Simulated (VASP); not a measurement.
Band structure of GaSb (zinc blende). Computed with PBE GGA with D4 dispersion, VASP's PBE PAW potentials (set 64) (plane waves; VASP).

Unless said otherwise, spin-orbit coupling is left out, though it shifts the bands of the heavy elements here.

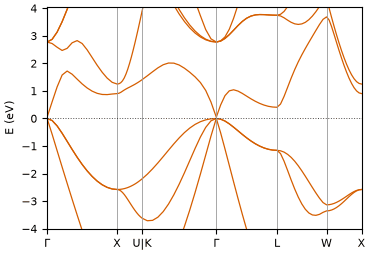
Bands along high-symmetry lines, zero at the valence-band maximum or, without a gap, the Fermi level

Read the plot: is there a gap, and where are the band edges?

The gap is direct, 0.05 eV, from the valence maximum at Γ to the conduction minimum at Γ. (Edges off the drawn lines would not show.)

The compound is GaSb in the zinc blende structure. It was relaxed first.
